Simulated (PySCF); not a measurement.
# [S4]2− ([S4]2-): levels of theory compared

Aim: a comparison of 6 runs (M06-2X/STO-3G, UPBE0/STO-3G, wB97X-V/STO-3G, CISD/STO-3G, CCSD(T)/STO-3G, UCCSD(T)/STO-3G) of [S4]2− ([S4]2-). 

The calculation is run with PySCF 2.14.0.

11 further runs of the same task are left out: 2 that didn't finish, 9 set aside as unsound or not needed.

**1. The structure to begin with**

[S4]2−: 4 atoms, total charge -2, spin state singlet. One bond was lengthened or shortened from a relaxed shape.

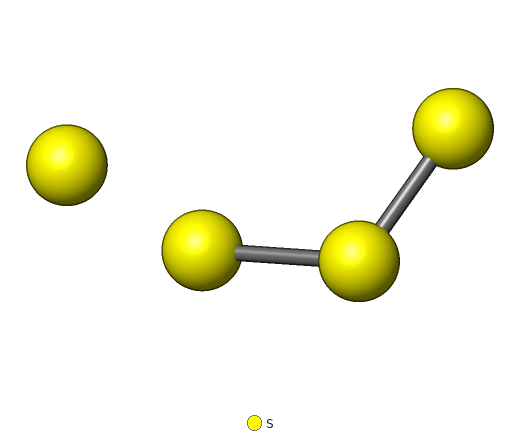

Viewed from a chosen angle; sulfur yellow.

**2. The energy at M06-2X/STO-3G (run 1)**

run.py

```python
from pyscf import gto, dft

system = gto.M(
    atom=[
    ('S', (-1.476173, 1.184874, 1.700263)),
    ('S', (0.380367, 1.117524, 0.976043)),
    ('S', (0.418747, 0.619144, -1.074097)),
    ('S', (0.590950, -1.741240, -1.426160)),
],
    verbose=3,
    charge=-2,
    basis='sto-3g',
    max_memory=1860,
    spin=0,
)

myscf = dft.RKS(system)
myscf.xc = 'm06-2x'
myscf.conv_tol = 1e-10
myscf.grids.level = 5
myscf.kernel()
if not myscf.converged:
    myscf = myscf.newton().run(myscf.mo_coeff, myscf.mo_occ)

energy = myscf.e_tot
print('Final energy', energy)
```

Launch:

```sh
$ OMP_NUM_THREADS=1 python run.py
```

Output:

```text
converged SCF energy = -1574.67035132559
Final energy -1574.6703513255852
```

Run time: 6.3 s. Hardware: 1 thread of Intel Xeon Platinum 8375C at 2.90GHz (Ice Lake), shared host; peak memory 0.27 GiB.

**3. The energy at UPBE0/STO-3G (run 2)**

run.py

```python
from pyscf import gto, dft

mol = gto.Mole()
mol.atom = '''
S     -1.476173     1.184874     1.700263
S      0.380367     1.117524     0.976043
S      0.418747     0.619144    -1.074097
S      0.590950    -1.741240    -1.426160
'''
mol.charge = -2
mol.basis = 'sto-3g'
mol.verbose = 4
mol.max_memory = 1860
mol.build()

ks = dft.UKS(mol)
ks.xc = 'pbe0'
ks.grids.level = 5
ks.conv_tol = 1e-10
ks.kernel()
if not ks.converged:
    ks = ks.newton().run(ks.mo_coeff, ks.mo_occ)
for _ in range(3):
    mo, _, stable, _ = ks.stability(return_status=True)
    if stable:
        break
    ks.kernel(ks.make_rdm1(mo, ks.mo_occ))

e_final = ks.e_tot
print('Final energy', e_final)
```

Launch:

```sh
$ OMP_NUM_THREADS=1 python run.py
```

Output:

```text
PySCF version 2.14.0

[... 101 lines left out ...]
converged SCF energy = -1574.10616182876  <S^2> = 3.5771563e-10  2S+1 = 1
[... 2 lines left out ...]
Final energy -1574.1061618287567
```

It took 23 s on 1 thread of Intel Xeon Platinum 8375C at 2.90GHz (Ice Lake), shared host; peak memory 0.41 GiB.

**4. The energy at wB97X-V/STO-3G (run 3)**

mol.xyz

```xyz
4

S     -1.476173     1.184874     1.700263
S      0.380367     1.117524     0.976043
S      0.418747     0.619144    -1.074097
S      0.590950    -1.741240    -1.426160
```

calc.py

```python
from pyscf import gto, dft

system = gto.M(
    atom='mol.xyz',
    charge=-2,
    verbose=4,
    max_memory=1860,
    basis='sto-3g',
)

ks = dft.RKS(system)
ks.xc = 'wb97x-v'
ks.nlcgrids.level = 1
ks.conv_tol = 1e-10
ks.grids.level = 5
ks.kernel()
if not ks.converged:
    ks = ks.newton().run(ks.mo_coeff, ks.mo_occ)

etot = ks.e_tot
print(f'total energy: {etot:.8f} hartree')
```

Launch:

```sh
$ OMP_NUM_THREADS=1 python calc.py
```

Output:

```text
PySCF version 2.14.0

[... 85 lines left out ...]
converged SCF energy = -1574.41046271094
total energy: -1574.41046271 hartree
```

Run time: 34 s. Hardware: 1 thread of Intel Xeon Platinum 8375C at 2.90GHz (Ice Lake), shared host; peak memory 0.27 GiB.

Runs 4 to 5 aren't shown in full; the table further down has their settings and results.

**5. A single-point energy at UCCSD(T)/STO-3G (run 6)**

input.py

```python
from pyscf import gto, scf, cc

molecule = gto.M(
    atom='''
S     -2.789563     2.239087     3.213031
S      0.718789     2.111814     1.844454
S      0.791317     1.170013    -2.029749
S      1.116734    -3.290467    -2.695052
''',
    charge=-2,
    unit='bohr',
    max_memory=1860,
    verbose=4,
    basis='sto-3g',
)

myscf = scf.UHF(molecule)
myscf.conv_tol = 1e-10
myscf.kernel()
if not myscf.converged:
    myscf = myscf.newton().run(myscf.mo_coeff, myscf.mo_occ)
for _ in range(3):
    mo, _, stable, _ = myscf.stability(return_status=True)
    if stable:
        break
    myscf.kernel(myscf.make_rdm1(mo, myscf.mo_occ))

mycc = cc.CCSD(myscf, frozen=20)
mycc.kernel()
e_t = mycc.ccsd_t()
e_tot = mycc.e_tot + e_t
print(f'total energy: {e_tot:.8f} hartree')
```

Launch:

```sh
$ OMP_NUM_THREADS=1 python input.py
```

Output:

```text
PySCF version 2.14.0

[... 116 lines left out ...]
converged SCF energy = -1572.15711145217  <S^2> = 3.6335024e-10  2S+1 = 1
[... 14 lines left out ...]
Init t2, MP2 energy = -0.0617577469493175
[... 18 lines left out ...]
UCCSD converged
[... 2 lines left out ...]
total energy: -1572.24418457 hartree
```

It took 1.2 s on 1 thread of Intel Xeon Platinum 8375C at 2.90GHz (Ice Lake), shared host; peak memory 0.12 GiB.

**6. All runs side by side**

```csv
run,level,follow instability,nlc grid,energy (Eh),HOMO energy (eV),LUMO energy (eV),HOMO–LUMO gap (eV),wall time
1,M06-2X/STO-3G,–,–,-1574.670351,10.16,16.52,6.35,6.3 s
2,UPBE0/STO-3G,yes,–,-1574.106162,11.36,15.53,4.17,23 s
3,wB97X-V/STO-3G,–,1,-1574.410463,9.00,17.66,8.67,34 s
4,CISD/STO-3G,–,–,-1572.238525,8.30,19.53,11.24,0.73 s
5,CCSD(T)/STO-3G,–,–,-1572.244185,8.30,19.53,11.24,0.75 s
6,UCCSD(T)/STO-3G,yes,–,-1572.244185,8.30,19.53,11.24,1.2 s
```

**7. Outcome**

```
                                                    quantity           value
                                         run 6: total energy  -1572.24418 Eh
                  run 6: HOMO energy (Hartree–Fock orbitals)         8.30 eV
                  run 6: LUMO energy (Hartree–Fock orbitals)        19.53 eV
run 6: HOMO–LUMO gap (to an unbound level, set by the basis)        11.24 eV
         run 6: correlation energy (20 core orbitals frozen)       -87.1 mEh
                                       run 6: (T) correction       -1.49 mEh
                                        run 6: T1 diagnostic           0.015
```

What this shows: Over runs 1, 2, 3 the HOMO–LUMO gap runs from 4.17 eV (UPBE0/STO-3G) to 8.67 eV (wB97X-V/STO-3G). The empty levels of an anion lie above zero and hang on the basis. Totals of different functionals can't be ranked against each other. In runs 1, 2, 3, 4, 5, 6 the HOMO lies above zero, so the outermost electron may be held by the basis alone. In runs 1, 2, 3, 4, 5, 6 the basis is minimal, so the values are rough. All runs together took 65 s, the longest 34 s.
